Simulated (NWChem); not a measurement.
**GeH2F2 (GeF2H2): levels of theory compared**

Wanted: a comparison of 5 runs (HF/STO-3G, HF/3-21G, B3LYP/6-31G*, PBE/def2-TZVP) of GeH2F2 (GeF2H2). 

Program for the calculation: NWChem 7.3.0.

## 1. The molecule

GeH2F2 has 5 atoms, charge 0, and is taken as a singlet. SMILES: `[H][Ge]([H])([F])[F]`. Geometry: a GFN2-xTB relaxation, a rough one for these elements and not checked as a minimum.

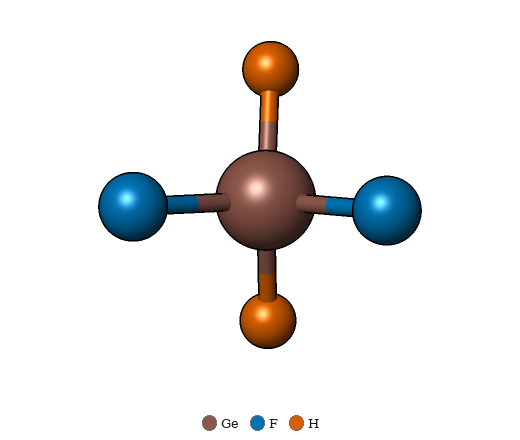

Viewed from a chosen angle; germanium brown, fluorine blue, hydrogen orange.

## 2. Energy and forces at HF/STO-3G (run 1)

Input file mymol.nw:

```
start mymol
title "F2GeH2 gradient"
memory total 2200 mb
charge 0

geometry noautosym nocenter noautoz
   Ge    -0.132280     0.000410    -0.092480
   F     -0.009760    -0.018810     1.623630
   F      1.520450     0.011210    -0.569850
   H     -0.691920     1.329840    -0.464690
   H     -0.686500    -1.322660    -0.496610
end

basis spherical bse
   * library STO-3G
end

scf
   thresh 1e-08
   maxiter 80
   noprint "final vectors analysis"
end

task scf gradient
```

Launch:

```bash
nwchem mymol.nw > mymol.out
```

Output:

```text
[...]
  functions       =    30
[...]
  wavefunction    = RHF
[...]
         Total SCF energy =  -2249.008260818458
      One-electron energy =  -3605.413560627415
      Two-electron energy =   1132.896447724992
 Nuclear repulsion energy =    223.508852083965
        Time for solution =      1.0s
[...]
                         RHF ENERGY GRADIENTS
    atom               coordinates                        gradient
                 x          y          z           x          y          z
   1 Ge     -0.249973   0.000775  -0.174762   -0.021113   0.000138  -0.014905
   2 F      -0.018444  -0.035546   3.068216    0.003194  -0.000127   0.017555
   3 F       2.873234   0.021184  -1.076860    0.017466   0.000175  -0.003013
   4 H      -1.307539   2.513033  -0.878137    0.000267   0.026005   0.000548
   5 H      -1.297297  -2.499465  -0.938457    0.000186  -0.026191  -0.000186
[...]
```

It took 1.9 s on 1 thread of AMD EPYC 9R45 (Zen 5), shared host; peak memory 0.099 GiB.

## 3. Energy and gradient at HF/3-21G (run 2)

Input file m1.nw:

```
start m1
memory 2200 mb
charge 0

geometry noautosym nocenter noautoz
  Ge    -0.132280     0.000410    -0.092480
  F     -0.009760    -0.018810     1.623630
  F      1.520450     0.011210    -0.569850
  H     -0.691920     1.329840    -0.464690
  H     -0.686500    -1.322660    -0.496610
end

basis spherical bse
  Ge library 3-21G
  F library 3-21G
  H library 3-21G
end

scf
  thresh 1e-08
  maxiter 80
end

task scf gradient
```

Launch:

```bash
nwchem m1.nw > m1.out
```

Output:

```text
[...]
  functions       =    44
[...]
  wavefunction    = RHF
[...]
         Total SCF energy =  -2264.391069685312
      One-electron energy =  -3607.699178128792
      Two-electron energy =   1119.799256359515
 Nuclear repulsion energy =    223.508852083965
        Time for solution =      1.4s
[...]
                         RHF ENERGY GRADIENTS
    atom               coordinates                        gradient
                 x          y          z           x          y          z
   1 Ge     -0.249973   0.000775  -0.174762   -0.046056   0.000297  -0.032325
   2 F      -0.018444  -0.035546   3.068216    0.003796  -0.000171   0.022220
   3 F       2.873234   0.021184  -1.076860    0.022019   0.000207  -0.004048
   4 H      -1.307539   2.513033  -0.878137    0.010235  -0.004892   0.007082
   5 H      -1.297297  -2.499465  -0.938457    0.010006   0.004559   0.007072
[...]
```

Run time: 2.3 s. Hardware: 1 thread of AMD EPYC 9R45 (Zen 5), shared host; peak memory 0.099 GiB.

Run 3 isn't shown in full; the table further down has it.

## 4. Energy and forces at B3LYP/6-31G(d) (Cartesian functions) (run 4)

Input file run.nw:

```
start run
memory stack 880 mb heap 220 mb global 1100 mb

geometry units angstrom noautosym nocenter noautoz
  Ge   -0.132280    0.000410   -0.092480
  F    -0.009760   -0.018810    1.623630
  F     1.520450    0.011210   -0.569850
  H    -0.691920    1.329840   -0.464690
  H    -0.686500   -1.322660   -0.496610
end

basis cartesian
  Ge library 6-31G*
  F library 6-31G*
  H library 6-31G*
end

dft
  xc b3lyp
  grid xfine
  convergence energy 1e-08
  maxiter 100
  mulliken
end

task dft gradient
```

Launch:

```bash
nwchem run.nw > run.out
```

Output:

```text
[...]
          Wavefunction type:  closed shell.
          No. of atoms     :     5
          No. of electrons :    52
[...]
          Charge           :     0
          Spin multiplicity:     1
[...]
          AO basis - number of functions:    69
[...]
              XC Information
              --------------
                         B3LYP Method XC Potential
                     Hartree-Fock (Exact) Exchange  0.200
                        Slater Exchange Functional  0.800 local
                    Becke 1988 Exchange Functional  0.720 non-local
              Lee-Yang-Parr Correlation Functional  0.810
                  VWN I RPA Correlation Functional  0.190 local
[...]
 d= 0,ls=0.0,diis     1  -2277.6018865103 -2.50D+03  2.62D-02  1.61D+00     1.6
[...]
 d= 0,ls=0.0,diis     8  -2277.7040034234  7.12D-09  4.23D-06  3.36D-07     9.7
         Total DFT energy =    -2277.704003423417
      One electron energy =    -3619.257496321792
           Coulomb energy =     1218.879289569668
    Exchange-Corr. energy =     -100.834648755258
 Nuclear repulsion energy =      223.508852083965
[...]
  wavefunction    = closed shell
                         DFT ENERGY GRADIENTS
    atom               coordinates                        gradient
                 x          y          z           x          y          z
   1 Ge     -0.249973   0.000775  -0.174762   -0.014949   0.000178  -0.010594
   2 F      -0.018444  -0.035546   3.068216    0.002863   0.000192  -0.011153
   3 F       2.873234   0.021184  -1.076860   -0.009615  -0.000036   0.006590
   4 H      -1.307539   2.513033  -0.878137    0.010968  -0.013476   0.007472
   5 H      -1.297297  -2.499465  -0.938457    0.010733   0.013142   0.007685
[...]
```

Wall time 14 s (1 thread of AMD EPYC 9R45 (Zen 5), shared host); peak memory 0.13 GiB.

## 5. Energy and gradient at PBE/def2-TZVP (run 5)

Input file a.xyz:

```xyz
5
GeF2H2
Ge    -0.132280     0.000410    -0.092480
F     -0.009760    -0.018810     1.623630
F      1.520450     0.011210    -0.569850
H     -0.691920     1.329840    -0.464690
H     -0.686500    -1.322660    -0.496610
```

Input file run.py:

```python
from ase.io import read
from ase.calculators.nwchem import NWChem

system = read('a.xyz')

calc = NWChem(
    label='a',
    theory='dft',
    memory='2200 mb',
    basis='def2-TZVP',
    basispar='spherical bse',
    dft={'xc': 'xpbe96 cpbe96', 'mult': '1', 'grid': 'fine', 'convergence': 'energy 1e-08', 'iterations': '100', 'mulliken': None},
)
system.calc = calc

forces = system.get_forces()
print(f"energy = {system.get_potential_energy():.6f} eV")
print("forces (eV/A):")
for s, f in zip(system.symbols, forces):
    print(f"{s:2s} {f[0]:10.5f} {f[1]:10.5f} {f[2]:10.5f}")
print("dipole (e A):", system.get_dipole_moment().round(4))
```

Launch:

```bash
export ASE_NWCHEM_COMMAND="nwchem PREFIX.nwi > PREFIX.nwo"
python run.py
```

Output:

```text
energy = -61975.016400 eV
forces (eV/A):
Ge    0.20615   -0.00699    0.15159
F    -0.09457   -0.01383    0.95702
F     0.87222    0.00437   -0.42161
H    -0.49777    0.71621   -0.33764
H    -0.48604   -0.69975   -0.34936
dipole (e A): [-0.4622  0.0018 -0.3228]
```

The calculator wrote a.nwi:

```
title "a"

permanent_dir a

scratch_dir a

start a

geometry units angstrom nocenter noautosym noautoz
  Ge -1.3228000000000001e-01 4.0999999999999999e-04 -9.2480000000000007e-02
  F  -9.7599999999999996e-03 -1.8810000000000000e-02 1.6236299999999999e+00
  F  1.5204500000000001e+00 1.1209999999999999e-02 -5.6984999999999997e-01
  H  -6.9191999999999998e-01 1.3298399999999999e+00 -4.6468999999999999e-01
  H  -6.8650000000000000e-01 -1.3226599999999999e+00 -4.9661000000000000e-01
end

memory 2200 mb

basis spherical bse noprint
   * library def2-TZVP
end

dft
  xc xpbe96 cpbe96
  mult 1
  grid fine
  convergence energy 1e-08
  iterations 100
  mulliken
end

task dft gradient
```

a.nwo:

```text
Northwest Computational Chemistry Package (NWChem) 7.3.0
             --------------------------------------------------------

           Job information
           ---------------

    nwchem branch   = 7.3.0
    use scalapack   = T
    input           = a.nwi
    prefix          = a.
    data base       = a/a.db
    status          = startup
    nproc           =        1

           Memory information
           ------------------

[... 5 lines left out ...]
    hardfail = no
[... 99 lines left out ...]
  convergence criterion.
[... 39 lines left out ...]
          Spatial weights used:  Erf1
[... 32 lines left out ...]
 1-e energy   =   -3620.131206
[... 43 lines left out ...]
           Coulomb energy =     1218.970667278753
[... 934 lines left out ...]
          Convergence on density requested:  1.00D-05
[... 25 lines left out ...]
          total energy or number of iterations.
[... 36 lines left out ...]
                 ----------------------------------------
                 |  Time  |  1-e(secs)   |  2-e(secs)   |
                 ----------------------------------------
                 |  CPU   |       0.01   |       6.96   |
                 ----------------------------------------
                 |  WALL  |       0.01   |       6.96   |
                 ----------------------------------------

 Task  times  cpu:       33.1s     wall:       33.1s
 Total times  cpu:       33.1s     wall:       33.1s
```

Wall time 34 s (1 thread of AMD EPYC 9R45 (Zen 5), shared host); peak memory 0.13 GiB.

## 6. Overview of the runs

| run | level | iteration cap | module | energy (Eh) | dipole moment (D) | largest force (eV/Å) | wall time |
| --- | --- | --- | --- | --- | --- | --- | --- |
| 1 | HF/STO-3G | 80 | scf | -2249.008261 | 2.09 | 1.347 | 1.9 s |
| 2 | HF/3-21G | 80 | scf | -2264.391070 | 3.55 | 2.893 | 2.3 s |
| 3 | B3LYP/6-31G* (spherical functions) | 100 | dft | -2277.694899 | – | 1.021 | 13 s |
| 4 | B3LYP/6-31G* (Cartesian functions) | 100 | dft | -2277.704003 | 2.80 | 0.973 | 14 s |
| 5 | PBE/def2-TZVP | 100 | dft | -2277.539863 | 2.71 | 0.969 | 34 s |

## 7. Summary of results

| quantity | value |
| --- | --- |
| run 5: total energy | -2277.53986 Eh |
| run 5: dipole moment | 2.71 D |
| run 5: HOMO energy | -8.49 eV |
| run 5: LUMO energy | -0.98 eV |
| run 5: HOMO–LUMO gap | 7.51 eV |
| run 5: largest force on an atom | 0.969 eV/Å |

In words: Over runs 1, 2, 4, 5 the dipole moment (its size) runs from 2.09 D (HF/STO-3G) to 3.55 D (HF/3-21G). Over runs 2, 4, 5 the HOMO–LUMO gap runs from 7.51 eV (PBE/def2-TZVP) to 17.77 eV (HF/3-21G). The two ends differ in method and basis. Totals of different functionals can't be ranked against each other. In run 1 the basis is minimal, so the values are rough. All runs together took 65 s, the longest 34 s.
